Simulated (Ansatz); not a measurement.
# Cl$_{4}$SW (SMILES [S]=[W]([Cl])([Cl])([Cl])[Cl]): what the fields show

```xyz
6

S    -1.0079    0.0960   -1.8647
W    -0.0096   -0.0089   -0.0382
Cl   -1.6056   -0.6937    1.4486
Cl    0.7902   -2.1485    0.0560
Cl    2.1353    0.6181   -0.5206
Cl   -0.2602    2.0729    0.8727
```

Geometry: PBE0-D4/def2-TZVP; core potentials replace the inner electrons of W.

Computed with Ansatz, RKS PBE0-D4/def2-TZVPP.

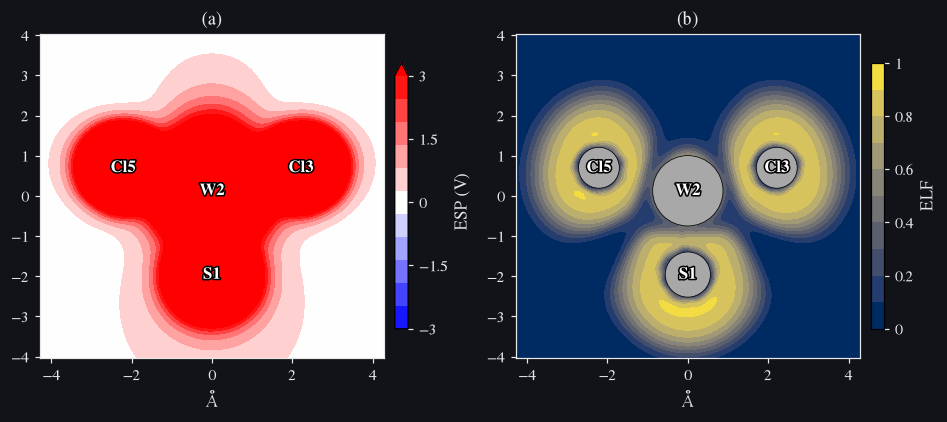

Figure 1. (a) electrostatic potential; (b) electron localisation function on the plane of atoms S1, W2 and Cl3. Grey discs cover the atomic cores in the ELF map.

**What do the fields say about this system?**

The section cuts through S, W and Cl sites.
W–S (2.08 Å): the ELF peaks at about 0.75 in the valence shell of S, 0.8 Å from its nucleus, and is about 0.50 at the midpoint.
W–Cl (2.29 Å): the ELF peaks at about 0.85 in the valence shell of Cl, 0.8 Å from its nucleus, and is about 0.45 at the midpoint.
The potential has no marked negative region in this plane.

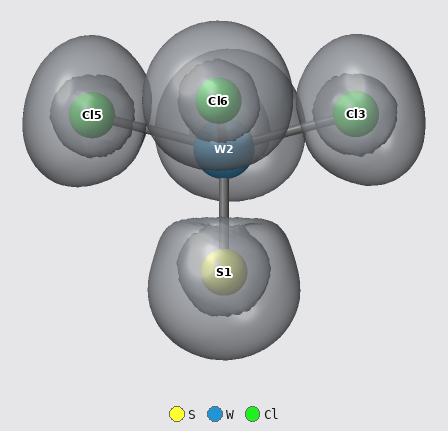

Figure 2. Isosurface of the electron localisation function at 0.75 (grey), seen from one side. Core shells and regions of very low density are left out.

**Describe the localisation domains.**

At this value the surface marks out one ring or bowl of non-bonding electrons around S and four regions wrapped around Cl (the valence shell of each).

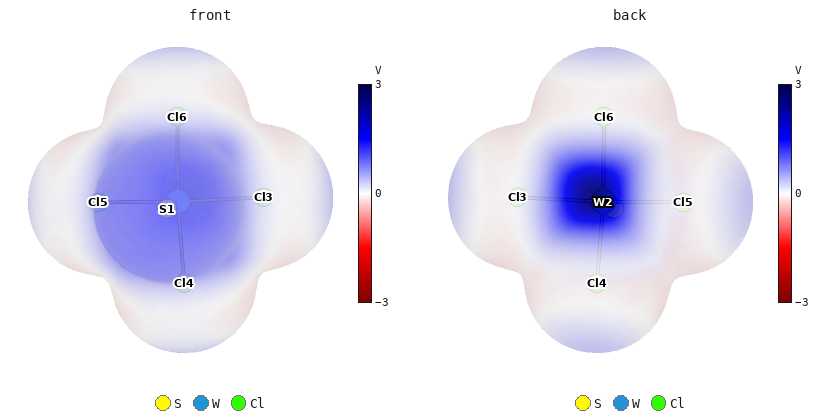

Figure 3. The molecular electrostatic potential painted on the density surface at 0.002 e/bohr³, seen from the front and from behind; the colour scale runs from red (negative) to blue (positive).

**Describe the electrostatic potential map.**

The most negative region (about −0.1 V) lies over Cl3, Cl4, Cl5 and Cl6, the most positive (about +2.4 V) over W2.

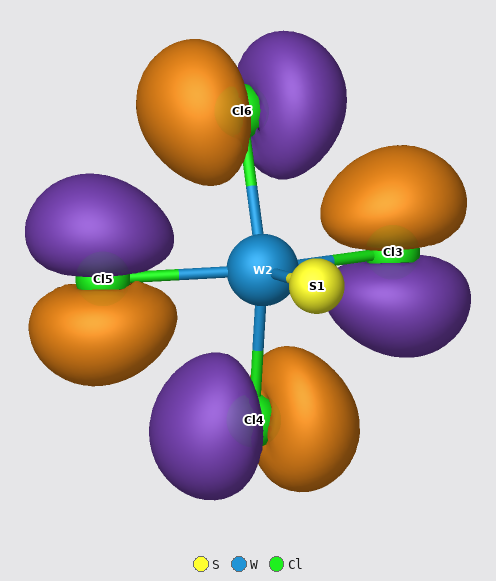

Figure 4. One frontier orbital at ±0.08 Å⁻³ᐟ² (orange and purple are the two phases), seen at a tilt.

**Which orbital is it: HOMO or LUMO?**

The HOMO, at −8.75 eV. It lies mainly on Cl3 (about 25 %), Cl4 (about 25 %), Cl5 (about 25 %) and Cl6 (about 25 %); largely a combination of lone pairs on Cl3, Cl4, Cl5 and Cl6.
